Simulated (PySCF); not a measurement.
Mean static polarisability of S ([Ne] 3s² 3p⁴). Finite fields; PySCF, aug-cc-pwCVDZ, non-relativistic, unrestricted single determinants, no spin-orbit coupling. 10 core electrons frozen.

The results, method by method:

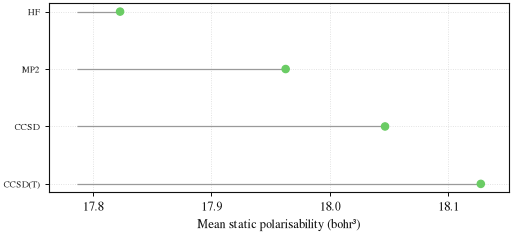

```tsv
Method	Mean static polarisability (bohr³)
HF	17.823
MP2	17.963
CCSD	18.046
CCSD(T)	18.127
```

The values run from 17.823 bohr³ (HF) to 18.127 bohr³ (CCSD(T)). The recommended value is 19.40 ± 0.1 bohr³, off the plot; all methods lie below it by about 1.4 bohr³, far more than they differ, so the miss comes from what they share.
